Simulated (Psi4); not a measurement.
**SiHF3 (SMILES [H][Si](F)(F)F): levels of theory compared**

Wanted: a comparison of 6 runs (HF/aug-cc-pCVDZ, r2SCAN-D3(BJ)+ATM/STO-3G, r2SCAN/STO-3G, B3LYP/6-31G*, B2PLYP/def2-SVP) of SiHF3. 

The calculation is run with Psi4 1.11.

7 further runs of the same task are left out: 7 set aside as unsound or not needed.

**1. Starting point**

SiHF3 has 5 atoms, charge 0, and is taken as a singlet. SMILES: `[H][Si](F)(F)F`. The shape is that of a GFN2-xTB optimisation.

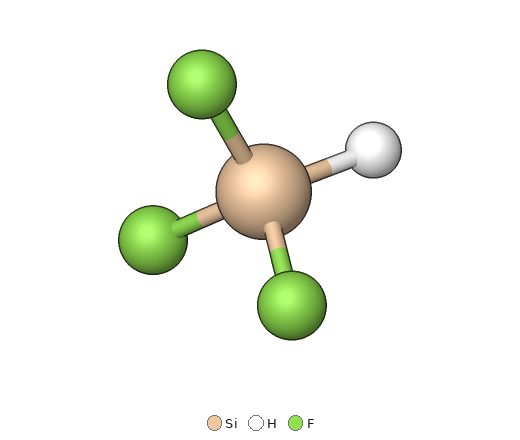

Viewed from a chosen angle; silicon light orange, hydrogen white, fluorine green.

**2. Energy and one-electron properties at HF/aug-cc-pCVDZ (run 1)**

job.py reads:

```python
import psi4

psi4.set_memory(1600000000)
psi4.set_num_threads(1)
psi4.core.set_output_file('output.dat', False)

geom = psi4.geometry("""
0 1
Si     0.000340    -0.000830     0.089700
H      0.013020    -0.018610     1.516860
F      1.447640     0.010870    -0.544430
F     -0.734060     1.260040    -0.516490
F     -0.726940    -1.251460    -0.545640
no_reorient
no_com
""")

psi4.set_options({
    'scf_type': 'pk',
    'damping_percentage': 10,
    'screening': 'csam',
    'maxiter': 80,
})

E, wfn = psi4.energy('hf/aug-cc-pCVDZ', return_wfn=True)
psi4.oeprop(wfn, 'WIBERG_LOWDIN_INDICES', 'QUADRUPOLE', 'NO_OCCUPATIONS', 'MAYER_INDICES')
print(f'hf/aug-cc-pCVDZ energy: {E:.10f} Eh')
```

Command:

```bash
python job.py
```

output.dat:

```text
[...]
  Running in c1 symmetry.
[...]
  Nuclear repulsion =  188.627846615788286
[...]
  Multiplicity = 1
[...]
  Nalpha       = 21
  Nbeta        = 21
[...]
    Number of basis functions: 126
[...]
   @RHF iter   1:  -587.97630632147320   -8.70776e-01   4.04384e-03 DIIS/ADIIS
[...]
   @RHF iter  10:  -588.06261143390668   -6.96454e-07   3.35646e-08 DIIS/DAMP=10%
[...]
    Orbital Energies [Eh]
    ---------------------
    Doubly Occupied:
       1A    -68.931892     2A    -26.329402     3A    -26.329347
       4A    -26.329334     5A     -6.266696     6A     -4.375281
       7A     -4.375280     8A     -4.373670     9A     -1.648146
      10A     -1.616803    11A     -1.616749    12A     -0.839989
      13A     -0.751541    14A     -0.751428    15A     -0.736914
      16A     -0.697514    17A     -0.697387    18A     -0.669027
      19A     -0.668951    20A     -0.653916    21A     -0.582806
[...]
  @RHF Final Energy:  -588.06261143390668
   => Energetics <=
    Nuclear Repulsion Energy =            188.6278466157882860
    One-Electron Energy =               -1194.8967420355656941
    Two-Electron Energy =                 418.2062839858708685
    Total Energy =                       -588.0626114339065680
[...]
 Multipole Moments:
 ------------------------------------------------------------------------------------
     Multipole            Electronic (a.u.)      Nuclear  (a.u.)        Total (a.u.)
 ------------------------------------------------------------------------------------
 L = 1.  Multiply by 2.5417464519 to convert [e a0] to [Debye]
 Dipole X            :          0.1997293           -0.1936213            0.0061080
 Dipole Y            :         -0.2832956            0.2736701           -0.0096254
 Dipole Z            :         22.9491108          -22.0840576            0.8650532
 Magnitude           :                                                    0.8651283
 L = 2.  Multiply by 1.3450342976 to convert [e a0^2] to [Debye ang]
 Quadrupole XX       :       -123.7389542          101.6564236          -22.0825306
 Quadrupole XY       :         -0.0169900            0.0160651           -0.0009248
[...]
```

On the terminal:

```text
hf/aug-cc-pCVDZ energy: -588.0626114339 Eh
```

It took 7.5 s on 1 thread of Intel Xeon 6975P-C (Granite Rapids), shared host; peak memory 0.74 GiB.

**3. Energy and one-electron properties at HF/aug-cc-pCVDZ (Cartesian functions) (run 2)**

run.py reads:

```python
import psi4

psi4.set_memory('1600 MB')
psi4.set_num_threads(1)
psi4.set_output_file('psi4.out', False)

geom = psi4.geometry("""
0 1
Si     0.000340    -0.000830     0.089700
H      0.013020    -0.018610     1.516860
F      1.447640     0.010870    -0.544430
F     -0.734060     1.260040    -0.516490
F     -0.726940    -1.251460    -0.545640
no_reorient
no_com
""")

psi4.set_options({
    'scf_type': 'pk',
    'soscf': True,
    'basis_guess': 'STO-3G',
    'puream': False,
})

e, wfn = psi4.energy("scf/aug-cc-pCVDZ", return_wfn=True)
psi4.oeprop(wfn, "WIBERG_LOWDIN_INDICES", "QUADRUPOLE", "NO_OCCUPATIONS", "MAYER_INDICES", title="SCF")
print(f'scf/aug-cc-pCVDZ energy: {e:.10f} Eh')
```

Command:

```bash
python run.py
```

psi4.out:

```text
[...]
  Running in c1 symmetry.
[...]
  Nuclear repulsion =  188.627846615788286
[...]
  Multiplicity = 1
[...]
  Nalpha       = 21
  Nbeta        = 21
[...]
    Number of basis functions: 25
[...]
   @RHF iter   1:  -580.24032954907818   -1.68104e+00   1.39530e-02 DIIS/ADIIS
[...]
   @RHF iter   5:  -588.06745430733122   -1.00764e-07   2.41358e-08 SOSCF, nmicro=conv
[...]
    Orbital Energies [Eh]
    ---------------------
    Doubly Occupied:
       1A    -68.928724     2A    -26.327511     3A    -26.327455
       4A    -26.327442     5A     -6.263875     6A     -4.372357
       7A     -4.372356     8A     -4.370838     9A     -1.648462
      10A     -1.616997    11A     -1.616942    12A     -0.839883
      13A     -0.750785    14A     -0.750672    15A     -0.736245
      16A     -0.696863    17A     -0.696736    18A     -0.668378
      19A     -0.668302    20A     -0.653226    21A     -0.582474
[...]
  @RHF Final Energy:  -588.06745430733122
   => Energetics <=
    Nuclear Repulsion Energy =            188.6278466157882860
    One-Electron Energy =               -1194.9575576129595902
    Two-Electron Energy =                 418.2622566898400578
    Total Energy =                       -588.0674543073312179
[...]
 Multipole Moments:
 ------------------------------------------------------------------------------------
     Multipole            Electronic (a.u.)      Nuclear  (a.u.)        Total (a.u.)
 ------------------------------------------------------------------------------------
 L = 1.  Multiply by 2.5417464519 to convert [e a0] to [Debye]
 Dipole X            :          0.1997167           -0.1936213            0.0060954
 Dipole Y            :         -0.2832764            0.2736701           -0.0096063
 Dipole Z            :         22.9475374          -22.0840576            0.8634798
 Magnitude           :                                                    0.8635547
 L = 2.  Multiply by 1.3450342976 to convert [e a0^2] to [Debye ang]
 Quadrupole XX       :       -123.7200426          101.6564236          -22.0636189
 Quadrupole XY       :         -0.0169934            0.0160651           -0.0009282
[...]
```

Standard output:

```text
scf/aug-cc-pCVDZ energy: -588.0674543073 Eh
```

Wall time 11 s (1 thread of Intel Xeon 6975P-C (Granite Rapids), shared host); peak memory 0.93 GiB.

Runs 3 to 5 aren't shown in full; the table further down has their settings and results.

**4. A single-point energy at B2PLYP/def2-SVP (density fitting for correlation) (run 6)**

f3hsi.xyz reads:

```xyz
5
F3HSi
Si     0.000340    -0.000830     0.089700
H      0.013020    -0.018610     1.516860
F      1.447640     0.010870    -0.544430
F     -0.734060     1.260040    -0.516490
F     -0.726940    -1.251460    -0.545640
```

f3hsi_ase.py reads:

```python
import numpy as np
from ase.calculators.psi4 import Psi4
from ase.io import read

a = read('f3hsi.xyz')
calc = Psi4(atoms=a, method='b2plyp', basis='def2-SVP', memory='1600MB', num_threads=1, charge=0, multiplicity=1, label='psi4-calc')
calc.psi4.set_options({'puream': True, 'e_convergence': 1e-09, 'd_convergence': 1e-08, 'scf_type': 'pk', 'dft_radial_points': 99, 'dft_spherical_points': 590, 'num_frozen_docc': 8})
a.calc = calc

print(f'energy: {a.get_potential_energy():.6f} eV')
```

Command:

```bash
python f3hsi_ase.py
```

psi4-calc.dat:

```text
[...]
  Running in c1 symmetry.
[...]
  Nuclear repulsion =  188.627846615788286
[...]
  Multiplicity = 1
[...]
  Nalpha       = 21
  Nbeta        = 21
[...]
    Number of basis functions: 65
[...]
   @RKS iter   1:  -588.83409499200332   -5.58694e-01   8.10780e-03 DIIS/ADIIS
[...]
   @RKS iter   9:  -588.92387591137265   -1.98952e-11   4.81879e-09 DIIS
[...]
    Orbital Energies [Eh]
    ---------------------
    Doubly Occupied:
       1A    -67.355002     2A    -25.372451     3A    -25.372353
       4A    -25.372318     5A     -5.755540     6A     -4.015077
       7A     -4.015071     8A     -4.011846     9A     -1.380412
      10A     -1.348037    11A     -1.347984    12A     -0.694039
      13A     -0.613350    14A     -0.613268    15A     -0.603977
      16A     -0.560736    17A     -0.560627    18A     -0.533011
      19A     -0.532937    20A     -0.517211    21A     -0.482871
[...]
  @RKS Final Energy:  -588.92387591137265
   => Energetics <=
    Nuclear Repulsion Energy =            188.6278466157882860
    One-Electron Energy =               -1194.8720607313698565
    Two-Electron Energy =                 442.5880920146033191
    DFT Exchange-Correlation Energy =     -25.2677538103943817
    Empirical Dispersion Energy =           0.0000000000000000
    VV10 Nonlocal Energy =                  0.0000000000000000
    Total Energy =                       -588.9238759113727610
[...]
 Multipole Moments:
 ------------------------------------------------------------------------------------
     Multipole            Electronic (a.u.)      Nuclear  (a.u.)        Total (a.u.)
 ------------------------------------------------------------------------------------
 L = 1.  Multiply by 2.5417464519 to convert [e a0] to [Debye]
 Dipole X            :         -0.0142298            0.0197863            0.0055564
 Dipole Y            :          0.0198103           -0.0286858           -0.0088755
 Dipole Z            :         -1.5569322            2.3632736            0.8063414
 Magnitude           :                                                    0.8064094
[...]
```

Standard output:

```text
energy: -16031.107487 eV
```

Run time: 6.3 s. Hardware: 1 thread of Intel Xeon 6975P-C (Granite Rapids), shared host; peak memory 0.69 GiB.

**5. The series**

| run | level | Cartesian functions | damping percentage | energy (Eh) | dipole moment (D) | HOMO energy (eV) | LUMO energy (eV) | wall time |
| --- | --- | --- | --- | --- | --- | --- | --- | --- |
| 1 | HF/aug-cc-pCVDZ | no | 10 | -588.062611 | 2.20 | -15.86 | 1.26 | 7.5 s |
| 2 | HF/aug-cc-pCVDZ (Cartesian functions) | yes | – | -588.067454 | 2.19 | -15.85 | 1.26 | 11 s |
| 3 | r2SCAN-D3(BJ)+ATM/STO-3G (density fitting) | no | – | -581.863449 | 0.98 | -3.82 | 6.62 | 5.1 s |
| 4 | r2SCAN/STO-3G (density fitting) | no | – | -581.862910 | 0.98 | -3.82 | 6.62 | 3.6 s |
| 5 | B3LYP/6-31G* (spherical functions) | no | – | -589.793742 | 1.81 | -11.04 | 1.25 | 7.8 s |
| 6 | B2PLYP/def2-SVP (density fitting for correlation) | no | – | -589.132339 | – | -13.14 | 2.81 | 6.3 s |

**6. Results**

```
                                  quantity          value
                       run 6: total energy  -589.13234 Eh
  run 6: HOMO energy (SCF part's orbitals)      -13.14 eV
  run 6: LUMO energy (SCF part's orbitals)        2.81 eV
run 6: HOMO–LUMO gap (SCF part's orbitals)       15.95 eV
```

**Reading.** Over runs 1, 2, 3, 4, 5 the dipole moment (its size) runs from 0.98 D (r2SCAN-D3(BJ)+ATM/STO-3G) to 2.20 D (HF/aug-cc-pCVDZ). The two ends differ in method and basis. The HOMO–LUMO gap runs from 10.44 eV (r2SCAN/STO-3G) to 17.12 eV (HF/aug-cc-pCVDZ). Totals of different functionals can't be ranked against each other. In runs 3, 4 the basis is minimal, so the values are rough. All runs together took 42 s, the longest 11 s.
